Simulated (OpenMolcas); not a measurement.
**How basis sets differ on SnH2Cl2 (SMILES [Cl][SnH2][Cl])**

The species is SnH2Cl2 (5 atoms), meant as a singlet with charge 0. SMILES: `[Cl][SnH2][Cl]`. The shape is that of a PBE0-D4/def2-TZVP optimisation.

Quantity: the HOMO–LUMO gap, in eV. The values are calculated.

| level | kind | program | value (eV) | CPU time |
| --- | --- | --- | --- | --- |
| HF/ANO-RCC-MB (DKH2) | Hartree–Fock | OpenMolcas | 13.91 | 4.7 s |
| HF/STO-3G | Hartree–Fock | OpenMolcas | 17.44 | 2.8 s |
| HF/3-21G | Hartree–Fock | OpenMolcas | 14.25 | 3.4 s |
| HF/def2-SVPD (core potential) | Hartree–Fock | OpenMolcas | 13.59 | 13 s |

All-electron rows without a relativistic Hamiltonian named are non-relativistic, while core potentials hold scalar relativity, so basis and relativity change together. The values span 13.59 to 17.44 eV. A Hartree–Fock LUMO above zero doesn't converge with the basis: it sinks as sets grow more diffuse. Orbital gaps aren't excitation energies. Times are those of the runs behind each value, whatever else they computed, on shared processors of several kinds: orders of magnitude only.

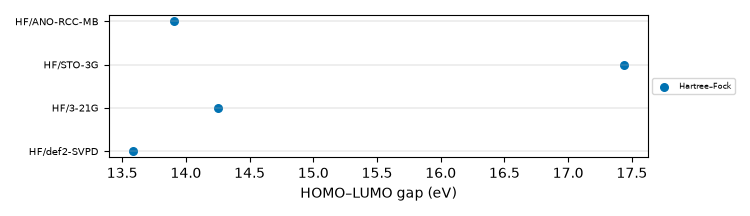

The values of the table, level by level.
